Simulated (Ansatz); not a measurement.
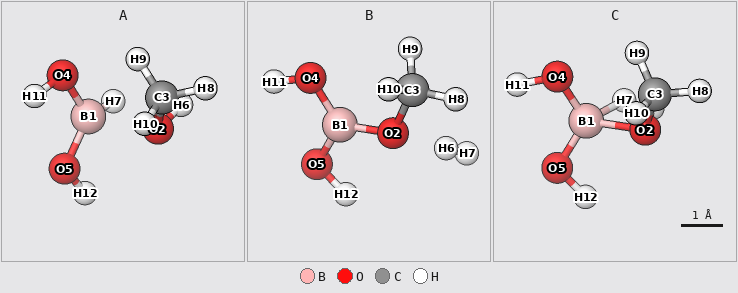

3 geometries from a converged minimum-energy path of CH₇BO₃, shuffled. The picture is a ball-and-stick view, seen at a tilt.

All numbers below come from RKS PBE-D4/STO-3G in Ansatz 0.2.0. Settings: 9 movable images; climbing image; force threshold 0.05 eV/Å; iteration limit 50; starting path through a guess of the saddle point.

Q: Which of them lies highest in energy?

A: C. In order along the path, whose images run from 0 to 10: B (image 2, +1.2 kJ/mol), C (image 7, +250.4 kJ/mol), A (image 9, +113.8 kJ/mol). Breaking: B1–O2 (1.41 → 1.62 at the top → 1.97 Å), H6–H7 (0.75 → 1.05 at the top → 2.19 Å). Forming: B1–H7 (3.63 → 1.56 at the top → 1.19 Å), O2–H6 (1.86 → 1.21 at the top → 1.03 Å).

Limits of the set-up: STO-3G is a minimal basis, so the numbers are rough.

Cost: 9.6 min on 1 thread of Arm Neoverse N1, on a shared host, peak memory 0.1 GiB.
